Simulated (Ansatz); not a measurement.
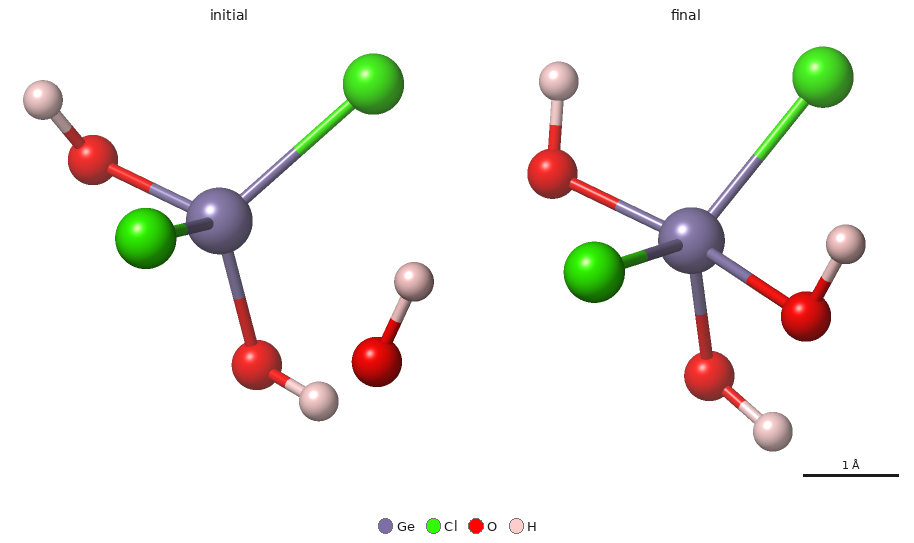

The structure of GeH3O3Cl2 (multiplicity 2) before (left) and after (right) a relaxation, at one scale.

A ball-and-stick model, seen from a free direction.

The run prepares an end point of a later path (reaction) calculation, from a guessed geometry.

Computed with Ansatz, UKS PBE/def2-SVP. Settings: collinear spin; force threshold 0.03 eV/Å; at most 50 steps.

What changed between the two?

An H atom moves most after the best rigid fit: 0.65 Å. Largest moves by element: H 0.65 Å, O 0.59 Å, Cl 0.43 Å, Ge 0.31 Å. Some distances before and after: Ge–O 2.824 → 2.003 Å, Cl–O 2.784 → 2.400 Å, Cl–Ge 2.216 → 2.385 Å, Cl–Ge 2.176 → 2.217 Å. New bonds form, among them: Ge–O (2.82 → 2.00 Å). Among the angles between lasting bonds that change: Cl–Ge–O 106.5° → 94.1°, O–Ge–Cl 110.0° → 100.3°, Cl–Ge–Cl 106.3° → 115.9°. Groups turn about Ge–O by about 60°. After 15 geometry steps the energy has fallen by 0.262 eV. The largest force component goes from 0.34 to 0.017 eV/Å.
